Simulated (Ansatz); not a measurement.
# HOCN (cyanic acid) at 6 levels

Wanted: a comparison of 6 runs (UPBE/STO-3G, UPBE0/STO-3G, r2SCAN/STO-3G, MP2/STO-3G, BCCD(T)/STO-3G, UCCSD(T)/STO-3G) of HOCN (cyanic acid). 

The calculation is run with Ansatz 0.2.0.

71 further runs of the same task are left out: 2 that didn't finish, 69 set aside as unsound or not needed.

## Step 1: Starting point

The species is HOCN (4 atoms), meant as a singlet with charge 0. As SMILES, `N#CO`. The O3–C2 distance was set to 1.935 Å, away from the relaxed value.

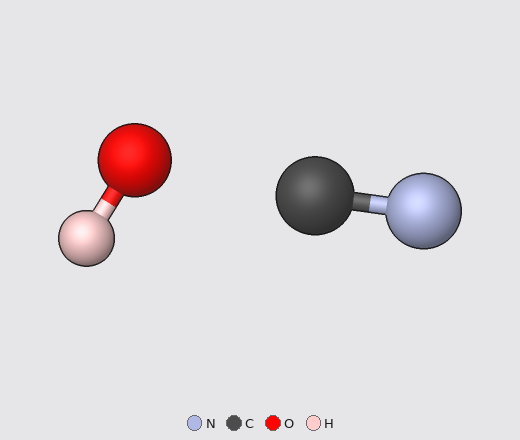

Viewed from a chosen angle; nitrogen light blue, carbon dark grey, oxygen red, hydrogen pink.

## Step 2: A single-point energy at UPBE/STO-3G (run 1)

Input file in.yaml:

```yaml
crystal:
  periodic: [false, false, false]
  atoms:
    - {symbol: N, position_ang: [-1.838082, -0.326392, 1.264412]}
    - {symbol: C, position_ang: [-0.926962, -0.090562, 0.598852]}
    - {symbol: O, position_ang: [0.558270, 0.398850, -0.541130]}
    - {symbol: H, position_ang: [1.216640, -0.308160, -0.562170]}
basis:
  gaussian: {orbitals: STO-3G}
magnetization: {spin_polarized: true}
hamiltonian: {xc: pbe}
accuracy: high
```

Started as:

```sh
$ ansatz run in.yaml --threads 1 --pin off --max-ram 3480MiB --events-out events.jsonl --progress --plain --runs-dir runs
```

Standard output:

```text
Warning: RAYON_NUM_THREADS=1 ignored (pool sized by the plan → 1); use --threads N
Functional definition: PBE
  name "PBE"
  parameter kappa = 0.804
  parameter beta = 0.06672455060314922
  exchange = pbe_x(kappa = kappa, mu = beta*pi^2/3)
  correlation = pbe_c(beta = beta)
268 factors; integrals over basis functions are off by at most 1.2e-8 eV
mean field evaluation 1: about -4517.3567 eV, gradient 1.9e1 eV
mean field evaluation 2: about -4447.8487 eV, gradient 1.0e2 eV
mean field evaluation 4: about -4518.6156 eV, gradient 9.5e0 eV
mean field evaluation 8: about -4519.2697 eV, gradient 1.6e-1 eV
mean field evaluation 16: about -4519.2700 eV, gradient 2.1e-5 eV
mean field -4519.26997378 eV, -166.0801082652 hartree, gradient 7.2e-8 eV, S^2 0.000000; 2 other end points of the search recorded, 0 dependent functions left out
reference -4519.26997516 eV, -166.0801083159 hartree; 11, 11 occupied and 5, 5 virtual orbitals, 268 factors
Total energy: -4519.26997516 eV, -166.0801083159 hartree
```

Wall time 0.73 s (1 thread of Intel Xeon 6975P-C (Granite Rapids), shared host); peak memory 0.12 GiB.

## Step 3: A single-point energy at UPBE0/STO-3G (run 2)

Input file job.yaml:

```yaml
crystal:
  periodic: [false, false, false]
  atoms:
    - {symbol: N, position_ang: [-1.838082, -0.326392, 1.264412]}
    - {symbol: C, position_ang: [-0.926962, -0.090562, 0.598852]}
    - {symbol: O, position_ang: [0.558270, 0.398850, -0.541130]}
    - {symbol: H, position_ang: [1.216640, -0.308160, -0.562170]}
basis:
  gaussian: {orbitals: STO-3G}
accuracy: high
hamiltonian: {xc: {name: PBE0}}
magnetization: {spin_polarized: true, initial_magnetization: 0}
```

Started as:

```sh
$ ansatz run job.yaml --threads 1 --pin off --max-ram 3480MiB --events-out events.jsonl --progress --plain --runs-dir runs
```

Standard output:

```text
Warning: RAYON_NUM_THREADS=1 ignored (pool sized by the plan → 1); use --threads N
Functional definition: PBE0
  name "PBE0"
  parameter a = 0.25
[... 2 set-up lines as earlier in the session ...]
  exchange = (1 - a)*pbe_x(kappa = kappa, mu = beta*pi^2/3) + a*exact_x
[... 1 set-up line as earlier in the session ...]
268 factors; integrals over basis functions are off by at most 1.2e-8 eV
mean field evaluation 1: about -4517.1913 eV, gradient 2.0e1 eV
mean field evaluation 2: about -4504.0777 eV, gradient 5.6e1 eV
mean field evaluation 4: about -4519.2944 eV, gradient 2.8e0 eV
mean field evaluation 8: about -4519.3021 eV, gradient 5.0e-2 eV
mean field evaluation 16: about -4519.3021 eV, gradient 5.7e-8 eV
mean field -4519.30209151 eV, -166.0812885698 hartree, gradient 5.7e-8 eV, S^2 0.000000; 2 other end points of the search recorded, 0 dependent functions left out
reference -4519.30209254 eV, -166.0812886079 hartree; 11, 11 occupied and 5, 5 virtual orbitals, 268 factors
Total energy: -4519.30209254 eV, -166.0812886079 hartree
```

It took 0.75 s on 1 thread of Intel Xeon 6975P-C (Granite Rapids), shared host; peak memory 0.12 GiB.

## Step 4: A single-point energy at r2SCAN/STO-3G (run 3)

Input file in.yaml:

```yaml
crystal:
  periodic: [false, false, false]
  atoms:
    - symbol: N
      position_ang: [-1.838082, -0.326392, 1.264412]
    - symbol: C
      position_ang: [-0.926962, -0.090562, 0.598852]
    - symbol: O
      position_ang: [0.558270, 0.398850, -0.541130]
    - symbol: H
      position_ang: [1.216640, -0.308160, -0.562170]
basis:
  gaussian:
    orbitals: STO-3G
total_charge: 0
hamiltonian:
  xc: {name: r2SCAN}
accuracy: high
```

Started as:

```sh
$ ansatz run in.yaml --threads 1 --pin off --max-ram 3480MiB --events-out events.jsonl --progress --plain --runs-dir runs
```

Standard output:

```text
Warning: RAYON_NUM_THREADS=1 ignored (pool sized by the plan → 1); use --threads N
Functional definition: r2SCAN
  name "r2SCAN"
  parameter k0 = 0.174
  parameter k1 = 0.065
  parameter a1 = 4.9479
  exchange = r2scan_x(k0 = k0, k1 = k1, a1 = a1)
  correlation = r2scan_c
268 factors; integrals over basis functions are off by at most 1.2e-8 eV
mean field evaluation 1: about -4520.5848 eV, gradient 2.6e1 eV
mean field evaluation 2: about -4471.0743 eV, gradient 1.4e2 eV
mean field evaluation 4: about -4521.8260 eV, gradient 1.2e1 eV
mean field evaluation 8: about -4522.3635 eV, gradient 2.1e-1 eV
mean field evaluation 16: about -4522.3638 eV, gradient 1.3e-6 eV
mean field -4522.36376619 eV, -166.1938030393 hartree, gradient 3.6e-8 eV, S^2 0.000000; 0 other end points of the search recorded, 0 dependent functions left out
reference -4522.36376645 eV, -166.1938030489 hartree; 11, 11 occupied and 5, 5 virtual orbitals, 268 factors
Total energy: -4522.36376645 eV, -166.1938030489 hartree
```

It took 1.2 s on 1 thread of Intel Xeon 6975P-C (Granite Rapids), shared host; peak memory 0.13 GiB.

Runs 4 to 5 aren't shown in full; the table further down has their settings and results.

## Step 5: A single-point energy at UCCSD(T)/STO-3G (run 6)

Input file job.yaml:

```yaml
crystal:
  periodic: [false, false, false]
  atoms:
    - {symbol: "N", position_ang: [-1.838082, -0.326392, 1.264412]}
    - {symbol: C, position_ang: [-0.926962, -0.090562, 0.598852]}
    - {symbol: O, position_ang: [0.558270, 0.398850, -0.541130]}
    - {symbol: H, position_ang: [1.216640, -0.308160, -0.562170]}
basis:
  gaussian: {orbitals: STO-3G}
magnetization: {spin_polarized: true}
correlation: {method: ccsd_t, frozen_orbitals: {C: 1, H: 0, "N": 1, O: 1}}
accuracy: high
scf: {omitted_lower_state_checks: [cluster_reference, increment]}
```

Started as:

```sh
$ ansatz run job.yaml --threads 1 --pin off --max-ram 3480MiB --events-out events.jsonl --progress --plain --runs-dir runs
```

Standard output:

```text
Warning: RAYON_NUM_THREADS=1 ignored (pool sized by the plan → 1); use --threads N
[... 14 lines left out ...]
3 core orbitals not correlated: weight in the atoms' cores, before any rotation towards them, 1.000 or more for the frozen orbitals, at most 0.000 for the correlated occupied ones
[... 38 lines left out ...]
Total energy: -4506.57883875 eV, -165.6137176551 hartree
Checks for a lower state left out: cluster_reference, increment
```

Wall time 0.32 s (1 thread of Intel Xeon 6975P-C (Granite Rapids), shared host).

## Step 6: The series

| run | level | frozen core orbitals | energy (Eh) | wall time |
| --- | --- | --- | --- | --- |
| 1 | UPBE/STO-3G | – | -166.080108 | 0.73 s |
| 2 | UPBE0/STO-3G | – | -166.081289 | 0.75 s |
| 3 | r2SCAN/STO-3G | – | -166.193803 | 1.2 s |
| 4 | MP2/STO-3G | 3 | -165.578143 | 0.1 s |
| 5 | BCCD(T)/STO-3G | 3 | -165.620070 | 0.14 s |
| 6 | UCCSD(T)/STO-3G | 3 | -165.613718 | 0.32 s |

## Step 7: Results

```
                                          quantity          value
                               run 6: total energy  -165.61372 Eh
run 6: correlation energy (3 core orbitals frozen)     -209.1 mEh
                             run 6: (T) correction      -4.92 mEh
          run 6: ⟨S²⟩ of the reference determinant          1.066
                              run 6: T1 diagnostic          0.084
```

In words: Totals of different functionals can't be ranked against each other. In runs 4, 5 the log says that unrestricted orbitals would lower the reference, so the values rest on an unstable closed-shell determinant (other closed-shell runs at this shape may share the fault). In runs 1, 2, 3, 4, 5, 6 the basis is minimal, so the values are rough. Spin contamination of the reference: run 6 ⟨S²⟩ = 1.07. Where it is this large, the reference is a mixture of spin states, and values that rest on it are in doubt. All runs together took 3.2 s, the longest 1.2 s.
